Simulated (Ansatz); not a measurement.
## Electronic structure of Nb$_{3}$Te$_{4}$ (charge +1, triplet) in real space

The calculation's input:

```
crystal:
  periodic: [false, false, false]
  atoms:
    - {symbol: Nb, position_ang: [-1.502156, 0.157769, 0.542318]}
    - {symbol: Nb, position_ang: [1.189766, -0.468927, 0.988336]}
    - {symbol: Nb, position_ang: [0.381859, 0.946800, -1.012379]}
    - {symbol: Te, position_ang: [-2.044014, 0.289518, -2.068150]}
    - {symbol: Te, position_ang: [-0.749077, -2.287743, 1.373696]}
    - {symbol: Te, position_ang: [2.467593, -0.781976, -1.330978]}
    - {symbol: Te, position_ang: [0.256029, 2.144550, 1.507148]}
basis:
  gaussian: {orbitals: def2-TZVP, initial_orbitals: start.molden}
total_charge: 1
magnetization: {spin_polarized: true, initial_magnetization: 2}
hamiltonian: {xc: pbe0, dispersion: d4}
scf: {omitted_lower_state_checks: [starts]}
output: {orbitals: {seedname: orbitals}}
```

Launched as:

```sh
ansatz run in.yaml --threads 6 --pin off --events-out ev --progress --plain --max-ram 7833MiB
```

Geometry: PBE-D4/def2-SVP; core potentials replace the inner electrons of Nb and Te.

Computed with Ansatz, UKS PBE0-D4/def2-TZVP.

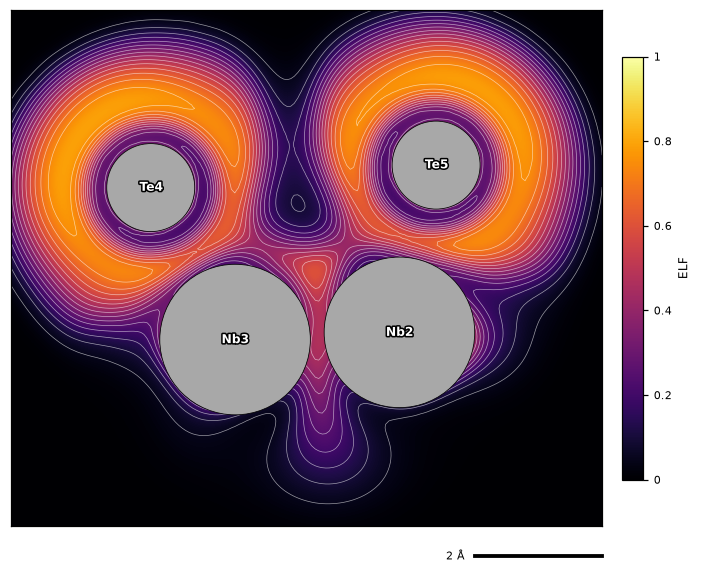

Figure 1. Electron localisation function on the plane of atoms Nb2, Nb3 and Te4. Grey discs cover the atomic cores.

> What does the map show?

The section cuts through Nb and Te sites. Nb–Nb (2.58 Å): the ELF is about 0.45 at the midpoint. Nb–Te (2.69 Å): the ELF peaks at about 0.60 in the valence shell of Te, 1.2 Å from its nucleus, and is about 0.55 at the midpoint. Nb–Te (2.73 Å): the ELF peaks at about 0.60 in the valence shell of Te, 1.2 Å from its nucleus, and is about 0.50 at the midpoint.

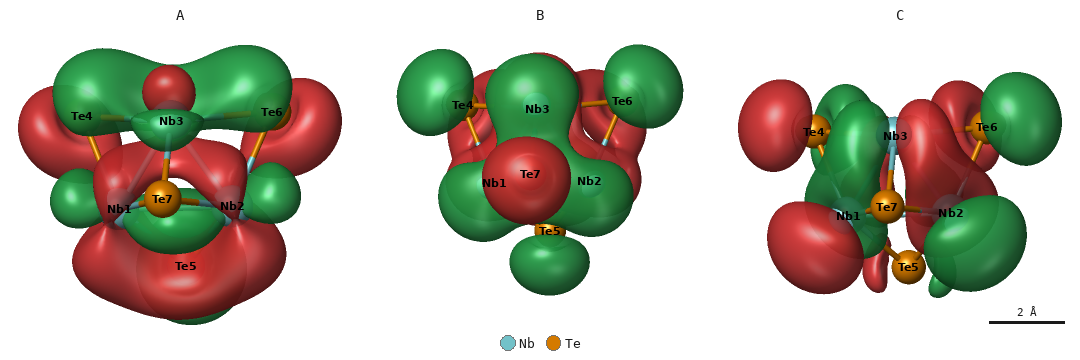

Figure 2. Three frontier orbitals at ±0.05 Å⁻³ᐟ² (green and red are the two phases), in no order.

> Order the three orbitals by energy and name them. All are α orbitals.

A is the HOMO−1 (α) (−10.20 eV). It lies mainly on Nb1 (about 25 %), Nb2 (about 25 %), Te5 (about 20 %), Nb3 (about 10 %), Te4 (about 10 %) and Te6 (about 10 %). B is the HOMO (α) (−9.08 eV). By Hirshfeld shares it lies mainly on Nb3 (about 25 %), Nb1 (about 15 %), Nb2 (about 15 %), Te7 (about 15 %), Te4 (about 15 %) and Te6 (about 15 %). C is the LUMO (α) (−7.11 eV). It lies mainly on Nb1 (about 30 %), Nb2 (about 30 %), Te4 (about 10 %), Te6 (about 10 %) and Nb3 (about 10 %).

> What is the gap between the highest occupied and lowest empty α orbitals?

1.97 eV between the orbital energies.

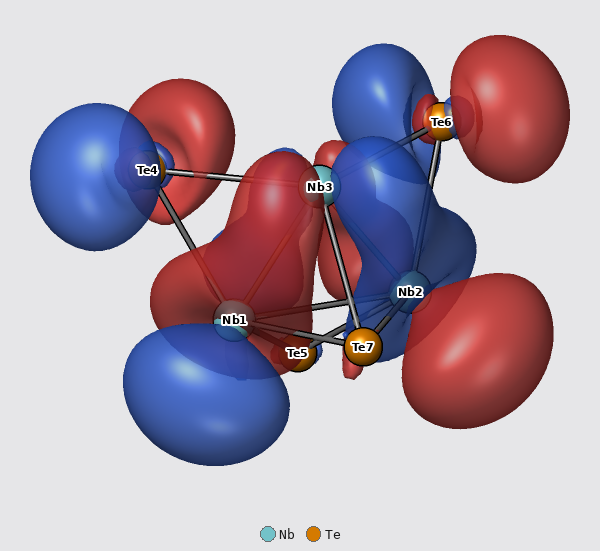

Figure 3. The LUMO (α) at ±0.06 Å⁻³ᐟ² (red and blue are the two phases), seen at a tilt.

> Where does this orbital lie, and at what energy?

It lies mainly on Nb1 (about 30 %), Nb2 (about 30 %), Te4 (about 10 %), Te6 (about 10 %) and Nb3 (about 10 %). Its energy is −7.11 eV.
